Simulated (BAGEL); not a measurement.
# RI-MP2/def2-SVP (density fitting with qzvpp-jkfit) run of SiH2O2F2 (SMILES O[Si](O)(F)F)

Aim: the energy change on altering one bond length of SiH2O2F2 at RI-MP2/def2-SVP (density fitting with qzvpp-jkfit), from 2 runs. 

Program for the calculation: BAGEL 1.2.2.

### Step 1. The molecule

SiH2O2F2 has 7 atoms, charge 0, and is taken as a singlet. SMILES: `O[Si](O)(F)F`. The coordinates come from a PBE0-D4/def2-TZVP relaxation. This is one conformer, not always the lowest.

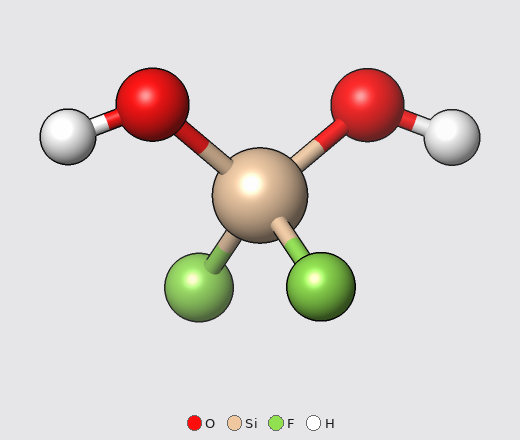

Viewed from a chosen angle; oxygen red, silicon light orange, fluorine green, hydrogen white.

### Step 2. The energy at RI-MP2/def2-SVP (density fitting with qzvpp-jkfit)

The input, job.json:

```json
{ "bagel": [

{
  "title": "molecule",
  "basis": "svp",
  "df_basis": "qzvpp-jkfit",
  "angstrom": "true",
  "geometry": [
    { "atom": "O", "xyz": [      -1.123000,       0.443800,       0.890500 ] },
    { "atom": "Si", "xyz": [      -0.011100,      -0.018100,      -0.177300 ] },
    { "atom": "O", "xyz": [       1.321200,      -0.386600,       0.646700 ] },
    { "atom": "F", "xyz": [      -0.483500,      -1.262700,      -1.033600 ] },
    { "atom": "F", "xyz": [       0.238000,       1.131800,      -1.236100 ] },
    { "atom": "H", "xyz": [      -1.829300,       1.022300,       0.602200 ] },
    { "atom": "H", "xyz": [       1.948900,      -0.998500,       0.262000 ] }
  ]
},

{ "title": "hf" },

{ "title": "mp2", "ncore": 9 }

]}
```

On the command line:

```console
$ BAGEL_NUM_THREADS=1 BAGEL job.json > job.out
```

What it wrote:

```text
* using 1 threads per process

  ===============================================================
  ===============================================================

  *** Geometry ***

  { "atom" : "O", "xyz" : [     -2.122162,      0.838660,      1.682801 ] },
  { "atom" : "Si", "xyz" : [     -0.020976,     -0.034204,     -0.335048 ] },
  { "atom" : "O", "xyz" : [      2.496706,     -0.730568,      1.222086 ] },
  { "atom" : "F", "xyz" : [     -0.913683,     -2.386157,     -1.953221 ] },
  { "atom" : "F", "xyz" : [      0.449755,      2.138792,     -2.335890 ] },
  { "atom" : "H", "xyz" : [     -3.456876,      1.931867,      1.137993 ] },
  { "atom" : "H", "xyz" : [      3.682887,     -1.886892,      0.495108 ] },

  Number of auxiliary basis functions:      472

  Since a DF basis is specified, we compute 2- and 3-index integrals:
    o Being stored without compression. Storage requirement is 0.027 GB

  Number of basis functions:       84
  Number of electrons      :       50

    * METHOD: MOLECULE                             0.22

  *** RHF ***

  === Nuclear Repulsion ===
   270.4700007074

      * DIIS with orbital gradients will be used.

  === RHF iteration (svp) ===
      0       -638.21451700          0.02616365           0.09
      1       -638.44925594          0.01560625           0.08
      2       -638.56268058          0.00082525           0.08
      3       -638.56319400          0.00015705           0.08
      4       -638.56321074          0.00006388           0.08
      5       -638.56321302          0.00001766           0.08
      6       -638.56321329          0.00000431           0.08
      7       -638.56321331          0.00000071           0.08
      8       -638.56321331          0.00000018           0.08
      9       -638.56321331          0.00000007           0.08
     10       -638.56321331          0.00000002           0.08
     11       -638.56321331          0.00000001           0.08
    * SCF iteration converged.

    * Permanent dipole moment:
           (    0.017197,     0.007312,     0.148314) a.u.

    * METHOD: HF                                   1.17

  *** RHF ***

  === Nuclear Repulsion ===
   270.4700007074

      * DIIS with orbital gradients will be used.

  === RHF iteration (svp) ===
      0       -638.56321331          0.00000000           0.08
    * SCF iteration converged.

    * Permanent dipole moment:
           (    0.017197,     0.007312,     0.148314) a.u.

  === DF-MP2 calculation ===

    * freezing 9 orbitals
    * 3-index integral transformation done
    * assembly done

      MP2 correlation energy:   -0.8278331025      0.06

      MP2 total energy:       -639.3910464140

    * METHOD: MP2                                  0.24

  ===============================================================
```

Wall time 1.8 s (1 thread of Arm Neoverse V1, shared host); peak memory 0.12 GiB.

### Step 3. The distorted shape at the same level

The input, job.json:

```json
{ "bagel": [

{
  "title": "molecule",
  "basis": "svp",
  "df_basis": "qzvpp-jkfit",
  "angstrom": "true",
  "geometry": [
    { "atom": "O", "xyz": [      -0.911137,       0.270272,       0.976979 ] },
    { "atom": "Si", "xyz": [       0.200763,      -0.191628,      -0.090821 ] },
    { "atom": "O", "xyz": [       1.533063,      -0.560128,       0.733179 ] },
    { "atom": "F", "xyz": [      -0.271637,      -1.436228,      -0.947121 ] },
    { "atom": "F", "xyz": [       0.449863,       0.958272,      -1.149621 ] },
    { "atom": "H", "xyz": [      -1.829300,       1.022300,       0.602200 ] },
    { "atom": "H", "xyz": [       2.160763,      -1.172028,       0.348479 ] }
  ]
},

{
  "title": "hf"
},

{
  "title": "mp2",
  "ncore": 9
}

]}
```

On the command line:

```console
$ BAGEL_NUM_THREADS=1 BAGEL job.json > job.out
```

What it wrote:

```text
* using 1 threads per process

  ===============================================================
  ===============================================================

  *** Geometry ***

  { "atom" : "O", "xyz" : [     -1.721799,      0.510740,      1.846223 ] },
  { "atom" : "Si", "xyz" : [      0.379387,     -0.362124,     -0.171627 ] },
  { "atom" : "O", "xyz" : [      2.897069,     -1.058489,      1.385508 ] },
  { "atom" : "F", "xyz" : [     -0.513320,     -2.714078,     -1.789799 ] },
  { "atom" : "F", "xyz" : [      0.850118,      1.810872,     -2.172469 ] },
  { "atom" : "H", "xyz" : [     -3.456876,      1.931867,      1.137993 ] },
  { "atom" : "H", "xyz" : [      4.083250,     -2.214812,      0.658530 ] },

  Number of auxiliary basis functions:      472

  Since a DF basis is specified, we compute 2- and 3-index integrals:
    o Being stored without compression. Storage requirement is 0.027 GB

  Number of basis functions:       84
  Number of electrons      :       50

    * METHOD: MOLECULE                             0.22

  *** RHF ***

  === Nuclear Repulsion ===
   268.8978546271

      * DIIS with orbital gradients will be used.

  === RHF iteration (svp) ===
      0       -638.14259469          0.02644511           0.08
      1       -638.37924192          0.01629402           0.07
      2       -638.50664615          0.00114408           0.08
      3       -638.50753654          0.00052038           0.08
      4       -638.50770811          0.00014077           0.08
      5       -638.50772498          0.00003195           0.08
      6       -638.50772635          0.00000782           0.08
      7       -638.50772642          0.00000258           0.08
      8       -638.50772643          0.00000116           0.08
      9       -638.50772643          0.00000045           0.08
     10       -638.50772643          0.00000022           0.08
     11       -638.50772643          0.00000008           0.08
     12       -638.50772643          0.00000003           0.08
     13       -638.50772643          0.00000001           0.08
     14       -638.50772643          0.00000000           0.08
    * SCF iteration converged.

    * Permanent dipole moment:
           (    0.177511,    -0.116660,     0.183707) a.u.

    * METHOD: HF                                   1.38

  *** RHF ***

  === Nuclear Repulsion ===
   268.8978546271

      * DIIS with orbital gradients will be used.

  === RHF iteration (svp) ===
      0       -638.50772643          0.00000000           0.08
    * SCF iteration converged.

    * Permanent dipole moment:
           (    0.177511,    -0.116660,     0.183707) a.u.

  === DF-MP2 calculation ===

    * freezing 9 orbitals
    * 3-index integral transformation done
    * assembly done

      MP2 correlation energy:   -0.8375439856      0.06

      MP2 total energy:       -639.3452704130

    * METHOD: MP2                                  0.24

  ===============================================================
```

Run time: 2 s. Hardware: 1 thread of Arm Neoverse V1, shared host; peak memory 0.12 GiB.

### Step 4. Summary of results

Level: RI-MP2/def2-SVP (density fitting with qzvpp-jkfit), 9 core orbitals frozen.

| quantity | value |
| --- | --- |
| first shape: total energy | -639.39105 Eh |
| first shape: correlation energy (9 core orbitals frozen) | -827.8 mEh |
| distorted shape: total energy | -639.34527 Eh |
| distorted shape: correlation energy (9 core orbitals frozen) | -837.5 mEh |
| energy change with the O1–H6 bond stretched from 0.957 to 1.245 Å | 1.246 eV |

With the O1–H6 bond stretched from 0.957 to 1.245 Å the energy rises by 1.25 eV (29 kcal/mol). The first shape isn't relaxed at this level, so the change isn't measured from a minimum.
